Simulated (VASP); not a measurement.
Energy against volume of InP (zinc blende). Method: PBE GGA with D3 dispersion (zero damping), VASP's PBE PAW potentials (set 64) (plane waves; VASP).

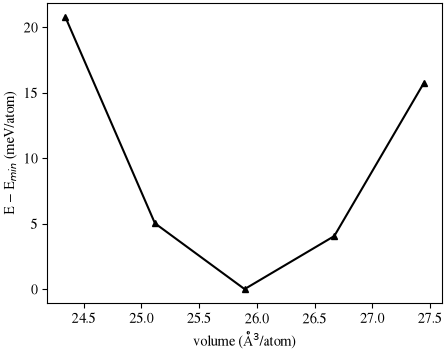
Fig. 1. Energy against volume

### Question
Estimate the equilibrium volume and the bulk modulus.

### Answer
The minimum lies near 25.9 Å³/atom, and the curvature gives B0 of about 62 GPa.

Measured: bulk modulus 72.0 GPa at 0 K (computed value off by -13.9 %), as given by Daniel Mejia-Rodriguez et al., Physical Review B (2018), arXiv:1807.09216 [0 K value with the zero-point phonon effect removed]; a 5.858 Å at 0 K (computed value off by +1.0 %), as given by Daniel Mejia-Rodriguez et al., Physical Review B (2018), arXiv:1807.09216 [static lattice: zero-point anharmonic expansion removed].

The compound is InP in the zinc blende structure. It was relaxed first.
